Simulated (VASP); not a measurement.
Band structure of ZnS (zinc blende). Calculation: r2SCAN meta-GGA with spin-orbit coupling, VASP's PBE PAW potentials (set 64) (plane waves; VASP).

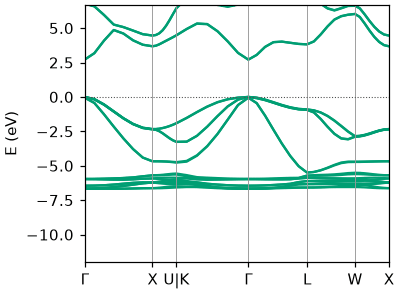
Fig. 1. Bands along high-symmetry lines, zero at the valence-band maximum or, without a gap, the Fermi level

**Question.** Read the plot: is there a gap, and where are the band edges?

**Answer.** The gap is direct, 2.71 eV, from the valence maximum at Γ to the conduction minimum at Γ.

Measured: gap 3.94 eV (computed value off by -1.23 eV), as given by Wei Chen et al., Physical Review Materials (2018), doi:10.1103/physrevmaterials.2.073803 [zero-point renormalisation of 0.1 eV added back (the table's ZPR column)].

The compound is ZnS in the zinc blende structure. It was relaxed first.
